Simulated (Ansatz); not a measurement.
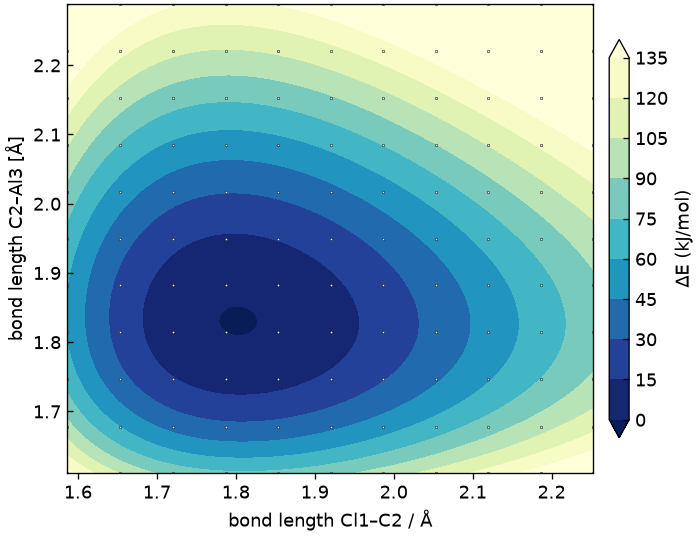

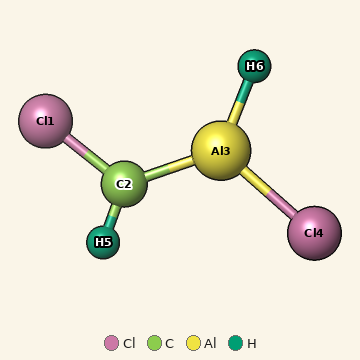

Energy landscape of CH2AlCl2, SMILES Cl[CH-][AlH][Cl], charge −1. 
- Coordinates scanned: (1) bond length Cl1–C2; (2) bond length C2–Al3.
- Nothing is relaxed (all other coordinates rigid).
- The grid has 11 × 11 points.
- Points are written as (first, second).
- Energies: kJ/mol, counted from the lowest grid point.
- Level of theory: RKS PBE0-D4/def2-SVPD in Ansatz 0.2.0.

In the figure: filled contours, dots at the grid points, one colour for all values above the top of the scale. Between grid points the surface is interpolated. The second picture is the structure at the lowest point.

Q: Describe this landscape.

A: The lowest grid point is at (1.787 Å, 1.814 Å). It is the only kind of minimum in the scanned range. The highest grid point, (2.253 Å, 2.288 Å), lies 220 kJ/mol above the lowest. Round the minimum the two coordinates are nearly uncoupled.

The whole map (121 points run) took 10 min on 1 thread of Arm Neoverse V2 (shared host).
